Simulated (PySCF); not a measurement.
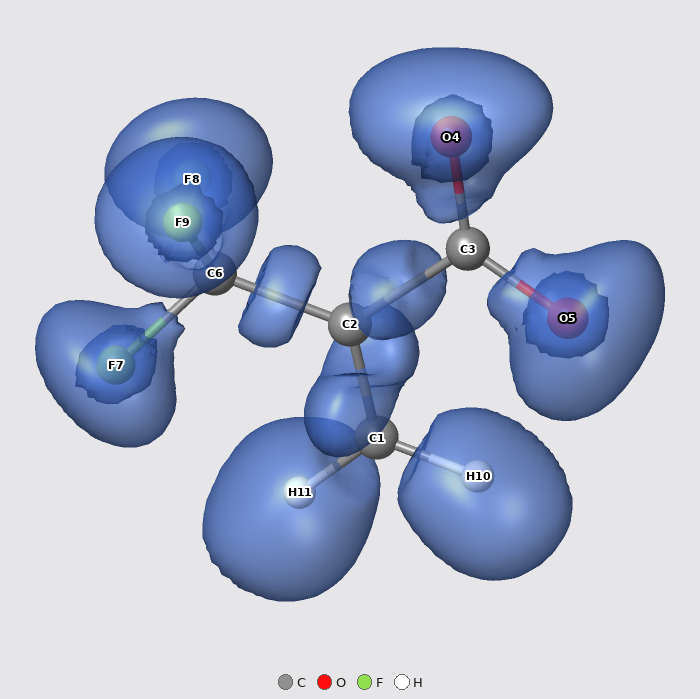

Figure 1: C$_{4}$H$_{2}$F$_{3}$O$_{2}$ (SMILES C=C(C(=O)[O-])C(F)(F)F) (charge −1). Isosurface of the electron localisation function at 0.75 (blue), seen at an oblique angle. Only the valence region is drawn (cores and ρ < 0.01 e/Å³ removed).

Geometry: GFN2-xTB, MD frame at 250 fs, 300 K.

These are results of PBE0/pcSseg-1, SCF density, gas phase, non-relativistic in PySCF, not measurements.

```tsv
atom	x (Å)	y (Å)	z (Å)
C	0.3627	-1.4913	-0.6324
C	-0.0025	-0.3936	0.0424
C	1.1411	0.4630	0.7624
O	0.8772	1.5665	1.2446
O	2.2267	-0.1501	0.8286
C	-1.4231	-0.0071	0.0794
F	-2.3439	-1.0248	-0.1568
F	-1.7670	0.9670	-0.7798
F	-1.7673	0.4345	1.2985
H	1.4321	-1.7919	-0.4943
H	-0.3821	-2.1014	-1.2293
```

### What do the ELF domains correspond to?

The surface consists of three regions between bonded C–C atoms (shared pairs), two regions around hydrogen nuclei, three regions on F in which the atom's valence shell and bonds are merged and two regions on O in which the atom's valence shell and bonds are merged. Profiles from the grid: C–O (1.23 Å): the ELF peaks at about 0.85 between the atoms; a polar covalent bond. C–C (1.34 Å): the ELF peaks at about 0.90 between the atoms: a multiple bond.
